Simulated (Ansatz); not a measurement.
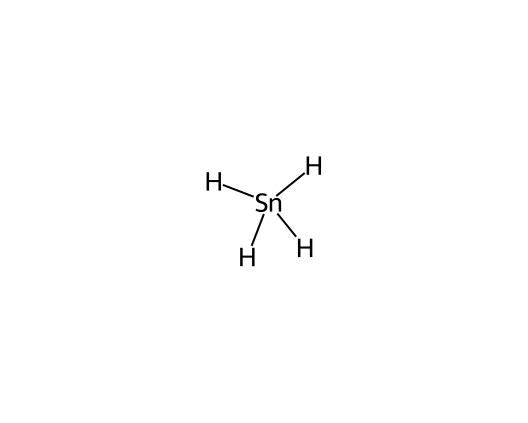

A structural formula.

**Give its SMILES.**

[SnH4]

**Give the formula, hydrogens included.**

SnH4.

**An optimisation with PBE0-D4/def2-TZVP gave a structure of which point group?**

Td.

More results for the same structure follow; atom numbers are the same in all pictures, views and colours differ. Computed geometry: PBE0-D4/def2-TZVP optimisation.

Thermal motion

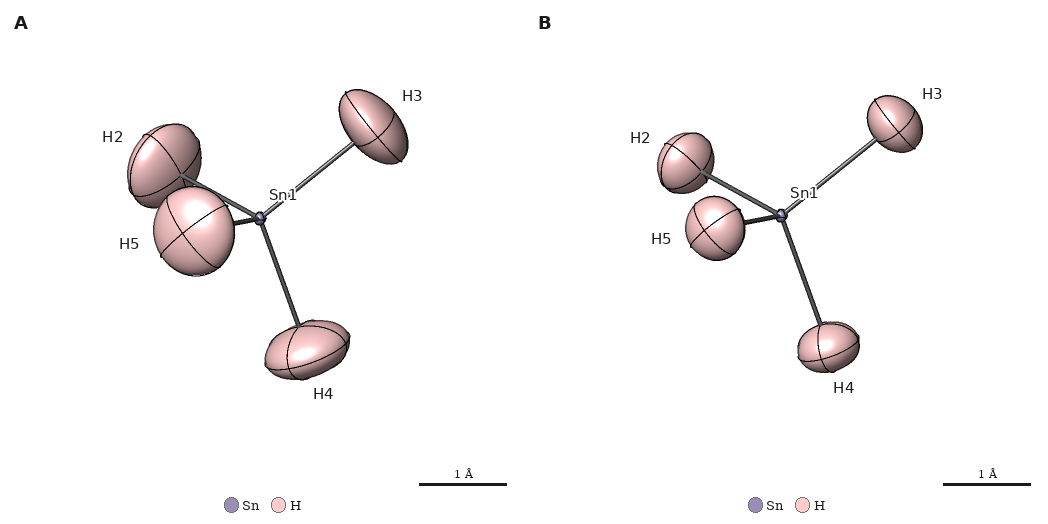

Displacement ellipsoids at the 50 % level, scaled by 2, from the internal vibrations of the free molecule (harmonic, no overall translation or rotation; no half-axis is drawn under 0.075 Å). Vibrations computed with RKS PBE0-D4/def2-TZVP, core potentials on Sn (Ansatz 0.2.0). One panel is for 0 K (zero-point motion alone), the other for 900 K.

**Which panel is for 900 K?**

A.

**How much does the mean-square displacement of H5 grow, and why?**

U_eq goes from 0.0125 to 0.0218 Å², a factor of 1.8. The lowest modes (from 686 cm⁻¹) begin to be excited.

Levels of theory compared

Program: Ansatz 0.2.0.

At this fixed geometry, give HOMO energy (eV), HOMO–LUMO gap (eV) at these levels: B3LYP-D4/def2-TZVPP; B97M-V/def2-TZVPP; PBE-D4/def2-TZVPP; PBE0-D4/def2-QZVPP; PBE0-D4/def2-SVP; PBE0-D4/def2-TZVPP; SPW92 (LDA)/def2-TZVPP; r2SCAN-D4/def2-TZVPP; r2SCAN0-D4/def2-TZVPP; r2SCANh-D4/def2-TZVPP; revPBE-D4/def2-TZVPP; ωB97M-V/def2-TZVPP.

```csv
level,HOMO energy (eV),HOMO–LUMO gap (eV)
B3LYP-D4/def2-TZVPP,−8.98,9.28
B97M-V/def2-TZVPP,−8.34,8.26
PBE-D4/def2-TZVPP,−7.93,7.65
PBE0-D4/def2-QZVPP,−9.17,9.52
PBE0-D4/def2-SVP,−9.12,10.15
PBE0-D4/def2-TZVPP,−9.16,9.85
SPW92 (LDA)/def2-TZVPP,−7.98,7.53
r2SCAN-D4/def2-TZVPP,−8.26,8.36
r2SCAN0-D4/def2-TZVPP,−9.37,10.29
r2SCANh-D4/def2-TZVPP,−8.70,9.13
revPBE-D4/def2-TZVPP,−7.90,7.68
ωB97M-V/def2-TZVPP,−11.38,13.41
```

Vibrations

Harmonic vibrations computed with RKS PBE0-D4/def2-TZVP, core potentials on Sn (Ansatz 0.2.0) at a stationary point of the same level.

**How many vibrational modes are there, and where do they lie?**

9 modes: 686, 686, 686, 756, 756, 1960, 1961, 1961, 1961 cm⁻¹.
